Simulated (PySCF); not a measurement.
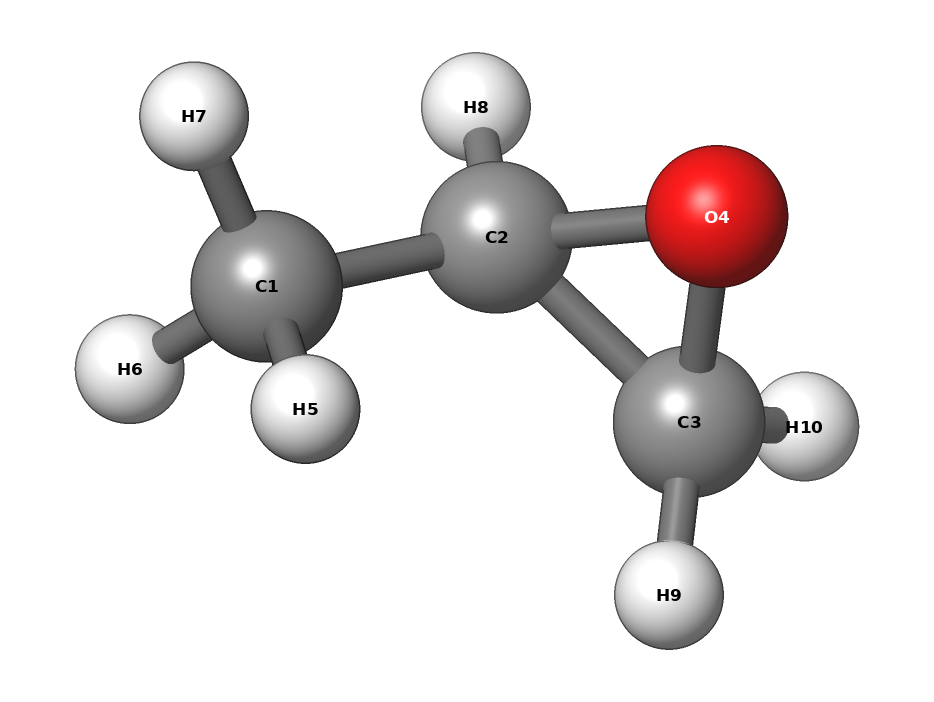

Computed geometry: GFN2-xTB optimisation. No frequency run is at hand to confirm it as a minimum. Properties computed with delta-SCF UKS SCAN, pcX-2 on the ionised atom, pcseg-1 elsewhere, spin-free X2C (PySCF 2.14.0).

Give the core-electron binding energies (to vacuum) of C1 1s, C2 1s, C3 1s, O4 1s.

```
atom  level  binding energy (eV)
  C1     1s                290.9
  C2     1s                292.3
  C3     1s                292.1
  O4     1s                538.5
```
